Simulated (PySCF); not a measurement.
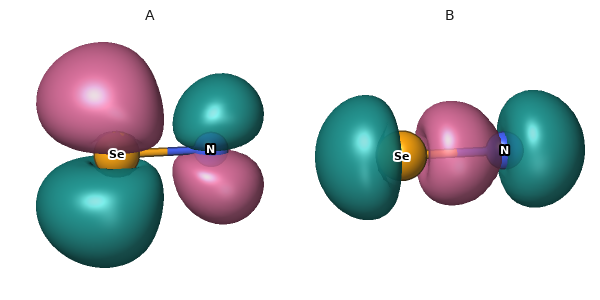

*SeN (charge −1, triplet). Two frontier α-spin orbitals, each drawn at the value that holds 80 % of its norm (teal and pink are the two phases), in no order; of a degenerate pair one member is drawn.*

Level of theory: PySCF, PBE0/aug-pcseg-1, non-relativistic, at a bond length of 1.773 Å.

Label each orbital by symmetry, say whether it is occupied, and order them by energy.

Answer. Orbital B: σ, occupied in this spin, −3.52 eV; shared between the atoms (Se 45 %, N 55 %).
Orbital A: π, occupied in this spin, 0.14 eV; antibonding, with a node between the atoms.
